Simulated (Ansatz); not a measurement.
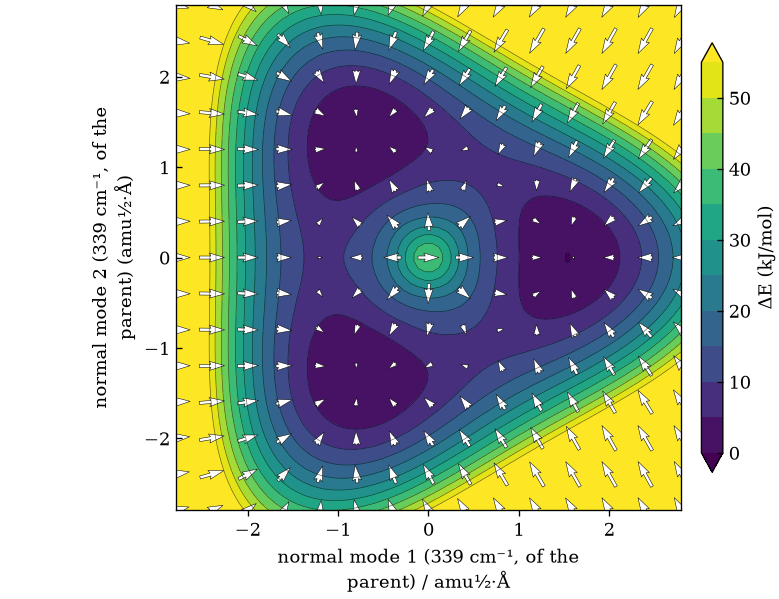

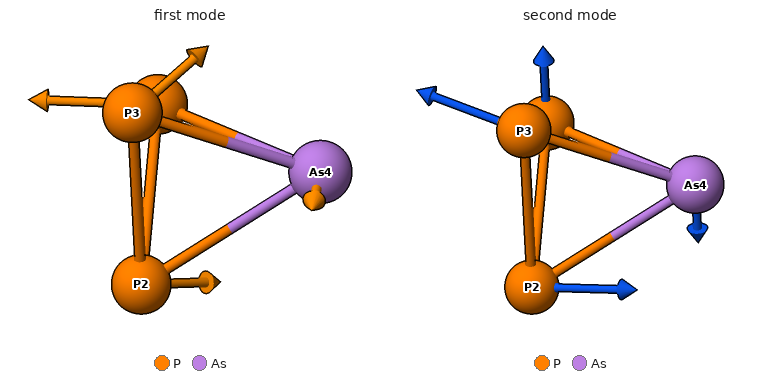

Energy landscape of AsP3, charge +1, spin multiplicity 2. 
- The first coordinate is: normal mode 1 (339 cm⁻¹, of the parent); the second: normal mode 2 (339 cm⁻¹, of the parent).
- Nothing is relaxed (straight displacements along the two mass-weighted modes).
- Grid: 15 × 15 points; 120 points were computed and 105 follow by symmetry.
- Points are written as (first, second).
- All energies are given in kJ/mol relative to the lowest grid point.
- Near the degeneracy a single determinant is a rough description.
- These are results of Ansatz, UKS PBE0-D4/def2-SVP, not measurements.

Drawn: filled contours, arrows along the force (downhill), their lengths compressed, one colour for all values above the top of the scale. Between grid points the surface is interpolated. The second picture is the reference structure; its two panels give the patterns of the first and the second mode as arrows.

Summarise what can be read from the map.

The lowest grid point is at (1.597 amu½·Å, 0.000 amu½·Å); the map holds 3 wells of about this depth. The highest grid point, (2.795 amu½·Å, −2.795 amu½·Å), lies 236 kJ/mol above the lowest. On the interpolated surface the easiest way out of the lowest well to a well of about the same depth near (−0.799 amu½·Å, −1.198 amu½·Å) passes a barrier of about 8.7 kJ/mol.

Grid values (kJ/mol):

```tsv
second ↓, first →	−2.795	−2.396	−1.996	−1.597	−1.198	−0.799	−0.399	0.000	0.399	0.799	1.198	1.597	1.996	2.396	2.795
2.795	103	74	53	41	35	36	43	55	71	91	114	140	169	201	236
2.396	96	64	42	27	20	19	23	32	44	59	77	97	120	146	175
1.996	92	58	34	18	9	7	9	16	25	35	48	64	81	102	126
1.597	89	54	29	13	4	1	3	7	13	20	28	38	51	68	88
1.198	88	53	28	11	3	0	2	5	8	11	14	20	29	42	59
0.799	88	53	28	12	4	4	7	10	10	8	7	9	14	25	39
0.399	89	53	28	13	7	9	16	22	17	8	3	2	6	14	27
0.000	89	53	29	14	9	12	22	40	22	9	2	0	3	11	23
−0.399	89	53	28	13	7	9	16	22	17	8	3	2	6	14	27
−0.799	88	53	28	12	4	4	7	10	10	8	7	9	14	25	39
−1.198	88	53	28	11	3	0	2	5	8	11	14	20	29	42	59
−1.597	89	54	29	13	4	1	3	7	13	20	28	38	51	68	88
−1.996	92	58	34	18	9	7	9	16	25	35	48	64	81	102	126
−2.396	96	64	42	27	20	19	23	32	44	59	77	97	120	146	175
−2.795	103	74	53	41	35	36	43	55	71	91	114	140	169	201	236
```

Each point was launched as `ansatz run input.yaml --threads 1 --pin off --max-ram 2560MiB --backend cpu --events-out ev --progress --plain --runs-dir out`. Time for the 120 points that were run: 17 min on 1 thread of Arm Neoverse V1, on a shared host.
